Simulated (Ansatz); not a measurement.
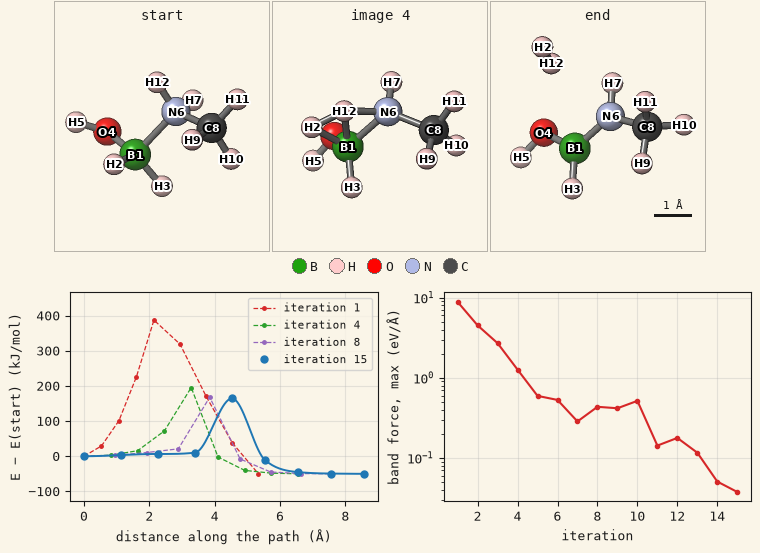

NEB run on CH8BNO. Images are numbered from 0 (start) to 8 (end). The plot follows the band through its iterations. A ball-and-stick model, seen at a tilt.

These are results of RKS B3LYP/6-31G* (Ansatz), not measurements. Settings: 7 movable images; climbing image; force threshold 0.05 eV/Å; iteration limit 60; starting path through a guess of the saddle point.

**Did the band converge, and can the barrier be trusted?**

The result is final at these settings. The band converged in 15 iterations. The largest component of the band force went from 8.9 to 0.038 eV/Å. The climbing image converged on the top of the path. Its vibrational analysis gives one imaginary mode (1573i cm⁻¹), as a transition state must have. The first iteration put the highest image at 387.3 kJ/mol. Forward barrier 164.4 kJ/mol, backward barrier 214.5 kJ/mol, with image 4 at the top; the reaction energy is −50.0 kJ/mol.
